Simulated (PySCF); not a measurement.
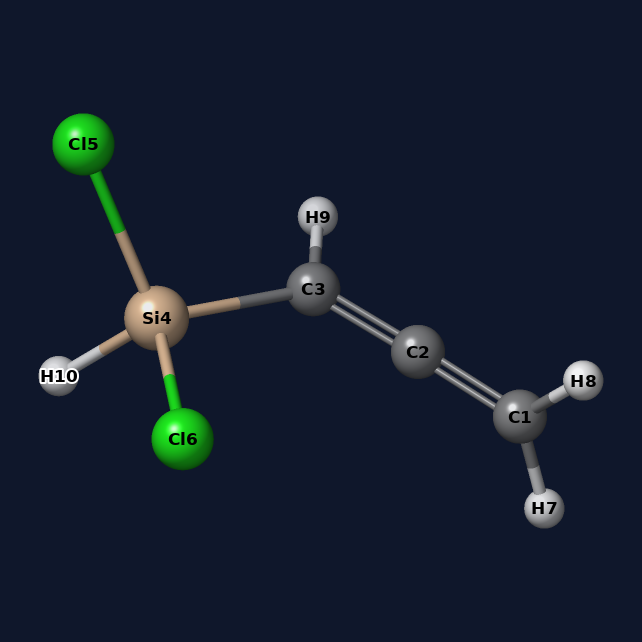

Computed geometry: PBE0-D3(BJ)/def2-SVP optimisation. No frequency run is at hand to confirm it as a minimum. Electric field gradients from the ground-state density, PBE0/6-31G (PySCF 2.14.0), non-relativistic apart from any core potentials.

Give the largest field-gradient component, the quadrupole coupling constant and the asymmetry for 35Cl at Cl5 (Q = −81.7 mb), 35Cl at Cl6 (Q = −81.7 mb), 2H at H7 (Q = 2.86 mb), 2H at H8 (Q = 2.86 mb), 2H at H9 (Q = 2.86 mb), 2H at H10 (Q = 2.86 mb).

| atom | V_zz (a.u.) | e²qQ/h (MHz) | η |
| --- | --- | --- | --- |
| Cl5 | 2.357 | −45.2 | 0.09 |
| Cl6 | 2.412 | −46.3 | 0.07 |
| H7 | 0.312 | 0.210 | 0.06 |
| H8 | 0.312 | 0.209 | 0.06 |
| H9 | 0.306 | 0.206 | 0.07 |
| H10 | 0.178 | 0.119 | 0.02 |
